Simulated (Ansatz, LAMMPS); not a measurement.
# Squeezing and shearing glassy 83P2O5-17Al2O3 (mol %) (80 atoms), part 2 of 4

Aim: relax glassy 83P2O5-17Al2O3 (mol %) (80 atoms), then change its volume and shape to read moduli from the stress.

Ansatz 0.2.0; Kohn-Sham DFT, PBE, PAW (set soft_2), plane waves.

The cell: 20 P, 4 Al and 56 O. The quench rate of 6 K/ps is orders of magnitude faster than experiment. The starting topology of bonds comes from the classical model. The Brillouin zone is sampled at Γ only.

So far. Step 2 (Single point at the start): The r.m.s. force at the start is 1.6 eV/Å.

## 3. Cell and atoms relaxed

The cell is relaxed with the atoms, since the starting lattice needn't suit this functional.

input.yaml

```yaml
crystal:
  lattice:
    - [10.19896, 0.0, 0.0]
    - [0.0, 10.19896, 0.0]
    - [0.0, 0.0, 10.19896]
  atoms:
    [... the 80 atom lines of step 2 ...]
kpoints:
  mp_grid: { grid: [1, 1, 1] }
hamiltonian:
  xc: pbe
scf:
  occupations: { method: fixed }
output:
  forces: true
relax:
  f_tol: 0.05
  max_steps: 150
  cell: {}
```

Started as:

```sh
> ansatz run input.yaml --threads 4 --pin off --max-ram 8192MiB --backend cpu --events-out ev --progress --plain --runs-dir out
```

Numbers of over 12 decimals in the logs are rounded to 6 here.

The program printed:

```text
[...]
Crystal: 80 atoms, lattice volume = 1060.883 Å³
Basis set: ecut = 420 eV, 20719 PW (Γ), exchange–correlation on 144×144×144 points (8 copies of the dense FFT grid, shifted against one another)
Bands: 304, of which v1, the nominal top of the filled ones, is band 224 counted from 1 (223 counted from 0)
Symmetry: 1 space group operations
[...]
k-points: 1
[...]
SCF iter   1: F=—  HF=-49058.063290 eV  |F-HF|=—  |Δ(HF+E_count)|=         —  Δρ=5.33e-3  dr2=4.00e-1  ethr=1.77e-3  ⟨swp⟩=7.0  Hψ=1123  notcnv=0  defer=78
[...]
SCF iter   5: F=—  HF=-49057.966145 eV  |F-HF|=—  |Δ(HF+E_count)|=   2.61e-4  Δρ=2.42e-4  dr2=5.49e-4  ethr=5.32e-7  ⟨swp⟩=3.0  Hψ=500  notcnv=0  defer=65
[...]
SCF iter   9: F=—  HF=-49057.967610 eV  |F-HF|=—  |Δ(HF+E_count)|=   4.27e-7  Δρ=4.90e-6  dr2=2.56e-7  ethr=2.89e-10  ⟨swp⟩=3.0  Hψ=428  notcnv=0  defer=65
SCF iter  10: F=-49057.967610 eV  HF=-49057.967610 eV  |F-HF|=2.24e-8  |Δ(HF+E_count)|=   8.28e-9  Δρ=2.24e-6  dr2=5.26e-8  ethr=2.23e-11  ⟨swp⟩=6.0  Hψ=1015  notcnv=0
SCF 1 converged in 10 iterations: F = -49057.967610 eV  dr2 = 5.26e-8
[...]
relax step   1: F+E_penalty+E_count = -49057.96761047 eV  Δ(F+E_penalty+E_count) = +0.000e0 eV  max|allowed force component| = 6.214e0 eV/Å  Δτ_max = 0.0000 Å  P = +2.852 GPa  Ω = 1060.883 Å³  (10 SCF iters, dr2 threshold 1.00e-7 eV, accepted)
[... from here on, the SCF cycles and remarks between the steps are left out ...]
relax step   2: F+E_penalty+E_count = -49061.75237974 eV  Δ(F+E_penalty+E_count) = -3.785e0 eV  max|allowed force component| = 4.786e0 eV/Å  Δτ_max = 0.1506 Å  P = +1.620 GPa  Ω = 1055.037 Å³  energy of the carried Pulay correction = +2.298e-2 eV  (7 SCF iters, dr2 threshold 8.00e-6 eV, accepted)
relax step   3: F+E_penalty+E_count = -49065.63577195 eV  Δ(F+E_penalty+E_count) = -3.883e0 eV  max|allowed force component| = 1.187e0 eV/Å  Δτ_max = 0.1948 Å  P = +0.241 GPa  Ω = 1054.080 Å³  energy of the carried Pulay correction = +2.675e-2 eV  (8 SCF iters, dr2 threshold 8.00e-6 eV, accepted)
relax step   4: F+E_penalty+E_count = -49066.65477559 eV  Δ(F+E_penalty+E_count) = -1.019e0 eV  max|allowed force component| = 9.175e-1 eV/Å  Δτ_max = 0.1947 Å  P = -0.525 GPa  Ω = 1054.816 Å³  energy of the carried Pulay correction = +2.385e-2 eV  (8 SCF iters, dr2 threshold 8.00e-6 eV, accepted)
relax step   5: F+E_penalty+E_count = -49067.66335447 eV  Δ(F+E_penalty+E_count) = -1.009e0 eV  max|allowed force component| = 7.910e-1 eV/Å  Δτ_max = 0.2000 Å  P = -0.158 GPa  Ω = 1053.331 Å³  energy of the carried Pulay correction = +2.970e-2 eV  (8 SCF iters, dr2 threshold 8.00e-6 eV, accepted)
relax step   6: F+E_penalty+E_count = -49068.10401685 eV  Δ(F+E_penalty+E_count) = -4.407e-1 eV  max|allowed force component| = 5.972e-1 eV/Å  Δτ_max = 0.2000 Å  P = -0.136 GPa  Ω = 1052.418 Å³  energy of the carried Pulay correction = +3.331e-2 eV  (7 SCF iters, dr2 threshold 8.00e-6 eV, accepted)
relax step   7: F+E_penalty+E_count = -49068.47692347 eV  Δ(F+E_penalty+E_count) = -3.729e-1 eV  max|allowed force component| = 2.945e-1 eV/Å  Δτ_max = 0.2000 Å  P = -0.000 GPa  Ω = 1047.714 Å³  energy of the carried Pulay correction = +5.193e-2 eV  (8 SCF iters, dr2 threshold 8.00e-6 eV, accepted)
relax step   8: F+E_penalty+E_count = -49068.64419897 eV  Δ(F+E_penalty+E_count) = -1.673e-1 eV  max|allowed force component| = 2.064e-1 eV/Å  Δτ_max = 0.2000 Å  P = +0.042 GPa  Ω = 1046.653 Å³  energy of the carried Pulay correction = +5.615e-2 eV  (7 SCF iters, dr2 threshold 5.42e-6 eV, accepted)
relax step   9: F+E_penalty+E_count = -49068.73836258 eV  Δ(F+E_penalty+E_count) = -9.416e-2 eV  max|allowed force component| = 4.342e-1 eV/Å  Δτ_max = 0.1978 Å  P = -0.456 GPa  Ω = 1048.223 Å³  energy of the carried Pulay correction = +4.992e-2 eV  (8 SCF iters, dr2 threshold 2.66e-6 eV, accepted)
relax step  10: F+E_penalty+E_count = -49068.80256056 eV  Δ(F+E_penalty+E_count) = -6.420e-2 eV  max|allowed force component| = 9.546e-1 eV/Å  Δτ_max = 0.1921 Å  P = +0.928 GPa  Ω = 1041.121 Å³  energy of the carried Pulay correction = +7.818e-2 eV  (7 SCF iters, dr2 threshold 8.00e-6 eV, accepted)
relax step  11: F+E_penalty+E_count = -49068.95222613 eV  Δ(F+E_penalty+E_count) = -1.497e-1 eV  max|allowed force component| = 4.769e-1 eV/Å  Δτ_max = 0.2000 Å  P = +0.390 GPa  Ω = 1045.830 Å³  energy of the carried Pulay correction = +5.942e-2 eV  (7 SCF iters, dr2 threshold 8.00e-6 eV, accepted)
relax step  12: F+E_penalty+E_count = -49069.01021281 eV  Δ(F+E_penalty+E_count) = -5.799e-2 eV  max|allowed force component| = 4.700e-1 eV/Å  Δτ_max = 0.1954 Å  P = -0.381 GPa  Ω = 1053.020 Å³  energy of the carried Pulay correction = +3.093e-2 eV  (7 SCF iters, dr2 threshold 8.00e-6 eV, accepted)
[...]
relax step  21: F+E_penalty+E_count = -49069.40468424 eV  Δ(F+E_penalty+E_count) = +4.804e-2 eV  max|allowed force component| = 4.209e-1 eV/Å  Δτ_max = 0.2000 Å  P = +0.047 GPa  Ω = 1065.513 Å³  energy of the carried Pulay correction = -1.810e-2 eV  (8 SCF iters, dr2 threshold 6.09e-6 eV, rejected (line search))
relax step  22: F+E_penalty+E_count = -49069.47901261 eV  Δ(F+E_penalty+E_count) = -2.629e-2 eV  max|allowed force component| = 9.197e-2 eV/Å  Δτ_max = 0.1000 Å  P = -0.040 GPa  Ω = 1059.862 Å³  energy of the carried Pulay correction = +4.005e-3 eV  (12 SCF iters, accepted)
relax step  23: F+E_penalty+E_count = -49069.47838106 eV  Δ(F+E_penalty+E_count) = +6.316e-4 eV  max|allowed force component| = 1.406e-1 eV/Å  Δτ_max = 0.1000 Å  P = +0.053 GPa  Ω = 1062.555 Å³  energy of the carried Pulay correction = -6.545e-3 eV  (8 SCF iters, dr2 threshold 5.29e-7 eV, accepted)
relax step  24: F+E_penalty+E_count = -49069.46395648 eV  Δ(F+E_penalty+E_count) = +1.442e-2 eV  max|allowed force component| = 2.045e-1 eV/Å  Δτ_max = 0.0676 Å  P = -0.224 GPa  Ω = 1065.686 Å³  energy of the carried Pulay correction = -1.878e-2 eV  (8 SCF iters, dr2 threshold 1.24e-6 eV, rejected (line search))
relax step  25: F+E_penalty+E_count = -49069.48032034 eV  Δ(F+E_penalty+E_count) = -1.939e-3 eV  max|allowed force component| = 5.291e-2 eV/Å  Δτ_max = 0.0338 Å  P = +0.027 GPa  Ω = 1063.317 Å³  energy of the carried Pulay correction = -9.528e-3 eV  (11 SCF iters, accepted)
relax step  26: F+E_penalty+E_count = -49069.46164428 eV  Δ(F+E_penalty+E_count) = +1.868e-2 eV  max|allowed force component| = 1.560e-1 eV/Å  Δτ_max = 0.0750 Å  P = -0.009 GPa  Ω = 1065.163 Å³  energy of the carried Pulay correction = -1.674e-2 eV  (9 SCF iters, dr2 threshold 1.75e-7 eV, rejected (line search))
relax step  27: F+E_penalty+E_count = -49069.47832232 eV  Δ(F+E_penalty+E_count) = +1.998e-3 eV  max|allowed force component| = 3.532e-2 eV/Å  Δτ_max = 0.0296 Å  P = -0.009 GPa  Ω = 1064.225 Å³  energy of the carried Pulay correction = -1.308e-2 eV  (11 SCF iters, accepted)
relax step  28: F+E_penalty+E_count = -49069.56137398 eV  Δ(F+E_penalty+E_count) = -8.305e-2 eV  max|allowed force component| = 3.473e-2 eV/Å  Δτ_max = 0.0000 Å  P = +0.114 GPa  Ω = 1064.225 Å³  stress off target by 5.06e-1 GPa  SCF on the basis re-selected at this cell (its energy is not comparable with the rows above)  (7 SCF iters)
relax step  29: F+E_penalty+E_count = -49069.55595058 eV  Δ(F+E_penalty+E_count) = +5.423e-3 eV  max|allowed force component| = 8.016e-2 eV/Å  Δτ_max = 0.0365 Å  P = -0.084 GPa  Ω = 1067.867 Å³  energy of the carried Pulay correction = -1.495e-2 eV  (8 SCF iters, dr2 threshold 6.39e-7 eV, accepted)
relax step  30: F+E_penalty+E_count = -49069.55894372 eV  Δ(F+E_penalty+E_count) = -2.993e-3 eV  max|allowed force component| = 1.003e-1 eV/Å  Δτ_max = 0.0563 Å  P = +0.015 GPa  Ω = 1068.488 Å³  energy of the carried Pulay correction = -1.747e-2 eV  (8 SCF iters, dr2 threshold 4.02e-7 eV, accepted)
relax step  31: F+E_penalty+E_count = -49069.56068705 eV  Δ(F+E_penalty+E_count) = -1.743e-3 eV  max|allowed force component| = 5.016e-2 eV/Å  Δτ_max = 0.0164 Å  P = -0.004 GPa  Ω = 1068.907 Å³  energy of the carried Pulay correction = -1.923e-2 eV  (7 SCF iters, dr2 threshold 6.28e-7 eV, accepted)
relax step  32: F+E_penalty+E_count = -49069.56028043 eV  Δ(F+E_penalty+E_count) = +4.066e-4 eV  max|allowed force component| = 2.475e-2 eV/Å  Δτ_max = 0.0140 Å  P = -0.004 GPa  Ω = 1069.256 Å³  energy of the carried Pulay correction = -2.067e-2 eV  (7 SCF iters, dr2 threshold 1.57e-7 eV, accepted)
relax step  33: F+E_penalty+E_count = -49069.57973793 eV  Δ(F+E_penalty+E_count) = -1.946e-2 eV  max|allowed force component| = 2.495e-2 eV/Å  Δτ_max = 0.0000 Å  P = +0.007 GPa  Ω = 1069.256 Å³  stress off target by 7.83e-2 GPa  SCF on the basis re-selected at this cell (its energy is not comparable with the rows above)  (6 SCF iters)
relax step  34: F+E_penalty+E_count = -49069.57893225 eV  Δ(F+E_penalty+E_count) = +8.057e-4 eV  max|allowed force component| = 1.890e-2 eV/Å  Δτ_max = 0.0186 Å  P = +0.002 GPa  Ω = 1069.681 Å³  energy of the carried Pulay correction = -1.718e-3 eV  (9 SCF iters, dr2 threshold 1.53e-8 eV, accepted)
relax step  35: F+E_penalty+E_count = -49069.58239537 eV  Δ(F+E_penalty+E_count) = -3.463e-3 eV  max|allowed force component| = 1.890e-2 eV/Å  Δτ_max = 0.0000 Å  P = +0.003 GPa  Ω = 1069.681 Å³  stress off target by 1.80e-2 GPa  SCF on the basis re-selected at this cell (its energy is not comparable with the rows above)  (5 SCF iters)
[...]
SCF converged after 5 iterations
Free energy (F): -49069.582395 eV
[...]
Internal energy: -49069.582395 eV  (E = F + TS)
E sigma→0 (E₀):  -49069.582395 eV
Fermi energy:    2.995429 eV
[...]
Σ components = -49069.582395   (vs F -49069.582395, Δ=0.00e0)
--- Forces (eV/Å), atoms counted from 1 ---
  atom   1  P      0.00410000     0.00747924     0.00682052
  atom   2  P      0.00179700    -0.00148618    -0.00464704
  atom   3  P      0.00613617    -0.00105563    -0.01358984
  atom   4  P      0.00726929    -0.00089298     0.00065381
[...]
atom  80  O      0.01252306    -0.00891261     0.00543152
  max |Σ_I F_I| component: 1.89e-5 eV/Å
--- Stress (GPa, compression-positive) ---
        0.012798      -0.001660       0.008610
       -0.001668      -0.006028       0.003749
        0.008608       0.003754       0.003580
  P = ⅓ Tr σ = 0.0035 GPa (0.035 kbar)
--- Relaxed structure (32 steps of the walk, 28 accepted, 3 SCFs on fresh bases) ---
  F+E_penalty+E_count = -49069.58239537 eV   max|allowed force component| = 1.890e-2 eV/Å   (the final SCF, on the basis selected at the relaxed cell)
  cell:  # Å, volume = 1069.6808 Å³
    - [10.393924, -0.061394, 0.314551]
    - [-0.061394, 9.967003, 0.049667]
    - [0.314551, 0.049667, 10.335638]
  atoms:
    - { symbol: P, position: [0.419912, 0.939543, 0.883550] }
    - { symbol: P, position: [0.160392, 0.866907, 0.020093] }
    - { symbol: P, position: [0.044674, 0.019405, 0.685395] }
    - { symbol: P, position: [0.732373, 0.691432, 0.219057] }
[...]
- { symbol: O, position: [0.301333, 0.190206, 0.640847] }
```

The job ended after 4.6 min (4 threads of Intel Xeon Platinum 8259CL at 2.50GHz (Skylake/Cascade Lake), shared host; peak memory 1.2 GiB; 16 min of CPU time).

The relaxation converged after 32 steps, with a largest force component of 0.019 eV/Å.

## 4. Single point at the relaxed geometry

The electronic structure is read at the final geometry, in a run of its own.

input.yaml

```yaml
crystal:
  lattice:
    - [10.39392, -0.06139, 0.31455]
    - [-0.06139, 9.967, 0.04967]
    - [0.31455, 0.04967, 10.33564]
  atoms:
    - { symbol: P, position: [0.41991, 0.93954, 0.88355] }
    - { symbol: P, position: [0.16039, 0.86691, 0.02009] }
    - { symbol: P, position: [0.04467, 0.0194, 0.6854] }
    - { symbol: P, position: [0.73237, 0.69143, 0.21906] }
    - { symbol: P, position: [0.19698, 0.2332, 0.54212] }
    - { symbol: P, position: [0.60065, 0.17575, 0.26035] }
    [... 68 atom lines left out ...]
    - { symbol: O, position: [0.27982, 0.47519, 0.92336] }
    - { symbol: O, position: [0.80581, 0.39338, 0.04716] }
    - { symbol: O, position: [0.67282, 0.95893, 0.45801] }
    - { symbol: O, position: [0.39625, 0.8364, 0.77616] }
    - { symbol: O, position: [0.68025, 0.79707, 0.13508] }
    - { symbol: O, position: [0.30133, 0.19021, 0.64085] }
kpoints:
  mp_grid: { grid: [1, 1, 1] }
hamiltonian:
  xc: pbe
scf:
  occupations: { method: fixed }
output:
  forces: true
  stress: true
  populations: true
  dos:
    method: { smearing: { sigma: 0.1 } }
    de: 0.1
    projected: { site_lists: { Al: [Al], O: [O], P: [P] } }
  eigenvalues: true
  write_density: true
  write_potential: true
  volumetric_format: npy
  elf: true
```

The program printed:

```text
[...]
Crystal: 80 atoms, lattice volume = 1069.680 Å³
Basis set: ecut = 420 eV, 20891 PW (Γ), exchange–correlation on 144×144×144 points (8 copies of the dense FFT grid, shifted against one another)
Bands: 304, of which v1, the nominal top of the filled ones, is band 224 counted from 1 (223 counted from 0)
Symmetry: 1 space group operations
[...]
k-points: 1
[...]
SCF iter   1: F=—  HF=-49069.576969 eV  |F-HF|=—  |Δ(HF+E_count)|=         —  Δρ=3.25e-3  dr2=1.09e-1  ethr=1.77e-3  ⟨swp⟩=6.0  Hψ=1238  notcnv=0  defer=78
[...]
SCF iter   9: F=-49069.582391 eV  HF=-49069.582391 eV  |F-HF|=1.67e-8  |Δ(HF+E_count)|=   1.56e-8  Δρ=2.35e-6  dr2=5.96e-8  ethr=2.23e-11  ⟨swp⟩=27.0  Hψ=3639  notcnv=0
SCF 1 converged in 9 iterations: F = -49069.582391 eV  dr2 = 5.96e-8
[...]
WARN: The input density's exchange-correlation potential varies sharply where the density is thin. Do not read a vacuum level from v_tot or v_xc, or from such a field of the output density. On a cell that repeats whose density bears no net charge and no dipole along the vacuum's axis use v_es (v_loc + v_h of the components); [...]
SCF converged after 9 iterations
Free energy (F): -49069.582391 eV
[...]
Internal energy: -49069.582391 eV  (E = F + TS)
E sigma→0 (E₀):  -49069.582391 eV
Fermi energy:    2.995640 eV
[...]
--- Forces (eV/Å), atoms counted from 1 ---
  atom   1  P      0.00404452     0.00891912     0.00660380
  atom   2  P      0.00199480    -0.00175832    -0.00375216
  atom   3  P      0.00897168     0.00066530    -0.01545080
  atom   4  P      0.00699140     0.00039459    -0.00370860
  atom   5  P     -0.00891360     0.00445111     0.00015547
  atom   6  P     -0.00733561    -0.00709211    -0.00588067
  atom   7  P      0.00057068     0.00877396     0.00826612
  atom   8  P      0.00871623     0.00966350     0.00341454
  atom   9  P      0.00721701     0.00817459    -0.00390112
  atom  10  P     -0.00325303    -0.00045860    -0.00329837
  atom  11  P      0.00369909     0.00595249     0.00247137
  atom  12  P     -0.00307676     0.00693978    -0.00491224
  atom  13  P     -0.01084563     0.00933148     0.00820213
  atom  14  P     -0.00248027     0.00206257    -0.00155202
[...]
atom  79  O      0.00194343    -0.00154587     0.00166716
  atom  80  O      0.01484495    -0.00919956     0.00618947
  max |Σ_I F_I| component: 7.71e-5 eV/Å
--- Stress (GPa, compression-positive) ---
        0.013698      -0.002175       0.008142
       -0.002184      -0.008160       0.004104
        0.008141       0.004109       0.005101
  P = ⅓ Tr σ = 0.0035 GPa (0.035 kbar)
--- Band table (eV) ---
[...]
--- Löwdin populations: 80 sites ---
  site symbol       q [e]
     0      P      2.7322
     1      P      2.8221
     2      P      2.8172
[...]
79      O      6.7159
  spilling = 0.017568 (of n_electrons = 448.000000)
```

The job ended after 15 s (4 threads; peak memory 1.3 GiB).

The program notes that the exchange-correlation potential is rough where the density is thin.

The run gave:

- free energy: -49069.5824 eV
- free energy per atom: -613.3698 eV/atom
- SCF cycles: 9
- pressure: 0.003546 GPa
- r.m.s. force component: 0.00527 eV/Å
- longest force: 0.02354 eV/Å
- Fermi energy: 2.996 eV
- gap (highest filled to lowest empty level): 3.781 eV
- spilling of the projection: 0.01757

Löwdin charges by element and coordination (they lack the spilled electrons, 0.098 e an atom on average):

| element | coordination | atoms | mean charge (e) | spread | least | most |
| --- | --- | --- | --- | --- | --- | --- |
| Al | all | 4 | 1.37 | 0.064 | 1.30 | 1.47 |
| Al | 4 | 1 | 1.47 | 0 | 1.47 | 1.47 |
| Al | 5 | 2 | 1.36 | 0.0015 | 1.35 | 1.36 |
| Al | 6 | 1 | 1.30 | 0 | 1.30 | 1.30 |
| O | all | 56 | -0.745 | 0.0339 | -0.827 | -0.695 |
| O | 1 | 11 | -0.769 | 0.0273 | -0.827 | -0.727 |
| O | 2 | 45 | -0.739 | 0.0326 | -0.818 | -0.695 |
| P | all | 20 | 2.20 | 0.0412 | 2.16 | 2.29 |
| P | 4 | 19 | 2.20 | 0.0422 | 2.16 | 2.29 |
| P | 5 | 1 | 2.19 | 0 | 2.19 | 2.19 |

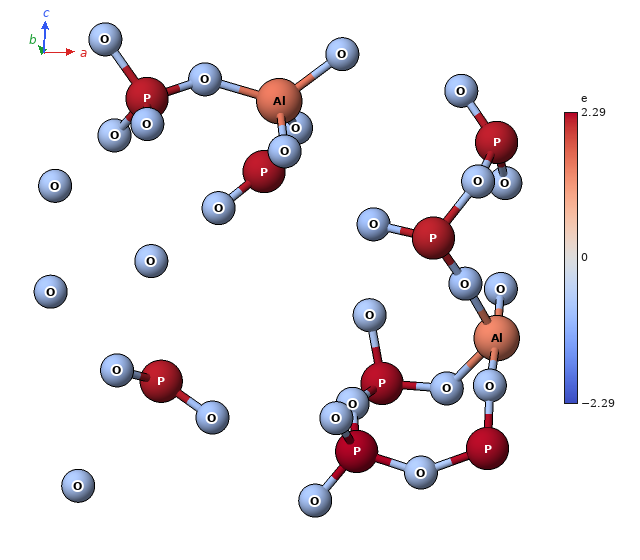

Atoms coloured by Löwdin charge. Drawn is a slice 5 Å thick, seen along the normal of the ac plane. Bonds to atoms that aren't drawn are left out.

States in the cell by windows of 1 eV, zero at the Fermi level; the larger projections on atomic orbitals stand beside the total:

| from (eV) | to (eV) | total | O p | P p | O s |
| --- | --- | --- | --- | --- | --- |
| -10 | -9 | 12.2 | 8.2 | 2.4 | 0.5 |
| -9 | -8 | 15.4 | 10.8 | 2.9 | 0.5 |
| -8 | -7 | 14.6 | 10.2 | 1.8 | 1.2 |
| -7 | -6 | 18.7 | 13.7 | 2.1 | 1.7 |
| -6 | -5 | 37.6 | 30.1 | 3.1 | 2.9 |
| -5 | -4 | 42.6 | 36.2 | 2.4 | 2.3 |
| -4 | -3 | 50.8 | 45.3 | 1.9 | 1.9 |
| -3 | -2 | 50.1 | 46.5 | 1.2 | 1.0 |
| -2 | -1 | 43.9 | 41.1 | 1.4 | 0.3 |
| -1 | 0 | 19.5 | 18.5 | 0.5 | 0.1 |
| 0 | 1 | 1.1 | 1.1 | 0.0 | 0.0 |
| 1 | 3 | 0.0 | 0.0 | 0.0 | 0.0 |
| 3 | 4 | 2.0 | 0.2 | 0.1 | 0.5 |
| 4 | 5 | 3.7 | 0.6 | 0.6 | 0.7 |

With fixed occupations the program's Fermi level is the highest filled level; weight inside the gap is the broadening of levels at its edges.

Between -24 and -10 eV lie 142 more states.

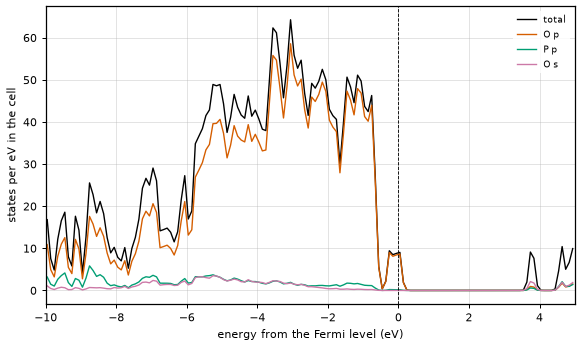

Total and projected density of states, with the broadening of the input.

The levels nearest the highest filled one (over half full), pooled over k-points and spins:

| level less the highest filled one (eV) | occupation |
| --- | --- |
| -0.777 | 2 |
| -0.756 | 2 |
| -0.718 | 2 |
| -0.666 | 2 |
| -0.224 | 2 |
| 0 | 2 |
| 3.78 | 0 |
| 4.64 | 0 |
| 4.92 | 0 |
| 5.44 | 0 |
| 5.46 | 0 |
| 5.64 | 0 |

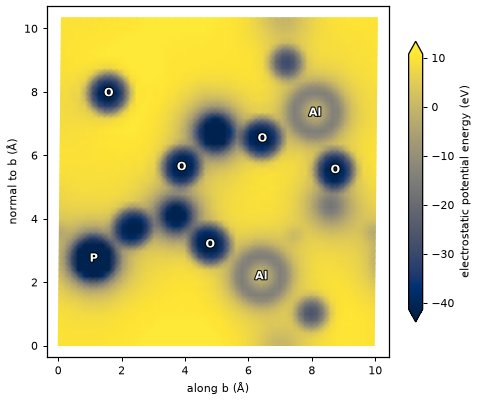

Electrostatic potential energy in the bc plane at fractional x = 0.680, with atoms of P and Al and O within 0.2 Å of it. With pseudopotentials it is smooth inside the atoms' cores, unlike the true potential. The map starts off the cell's origin, so that atoms lie inside it.

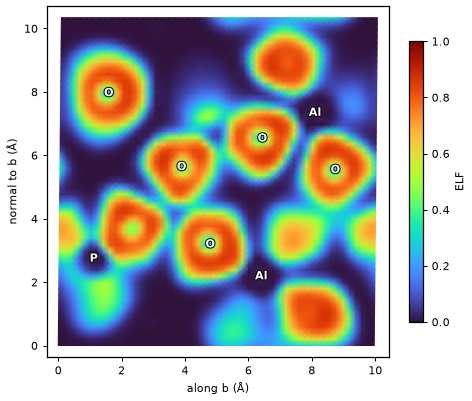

ELF in the bc plane at fractional x = 0.680, with atoms of P and Al and O within 0.2 Å of it. It is the smooth field of the valence electrons, not physical close to the nuclei. The map starts off the cell's origin, so that atoms lie inside it.

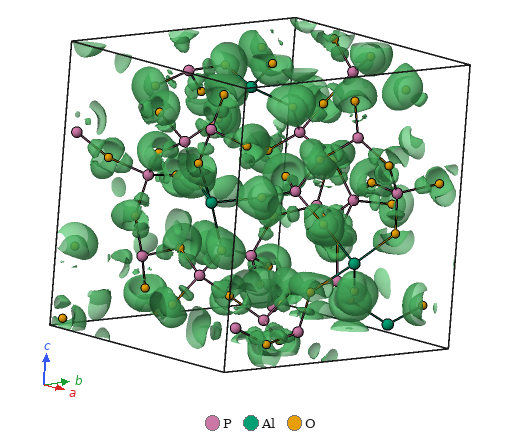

Surface of ELF = 0.81. Bonds to atoms that aren't drawn are left out.

The highest filled and lowest empty levels differ by 3.78 eV (at Γ alone); a semilocal functional tends to put such gaps too low. In a disordered cell it changes from sample to sample, and tail or defect levels can set it. Mean Löwdin charges: Al +1.37, O -0.74, P +2.20 e (they miss 1.8 % of the electrons, so they add up to more than the cell's charge).

[end of part 2 of 4]

[Logs are printed without paths, hosts, clocks, repeated set-up lines and the standing remarks that a program may print on its own settings, such as how far it seeks lower states.]

[Hosts, paths, dates, database ids (printed as entryN), source tags and the programs' standing remarks are cut or masked in the printed files.]
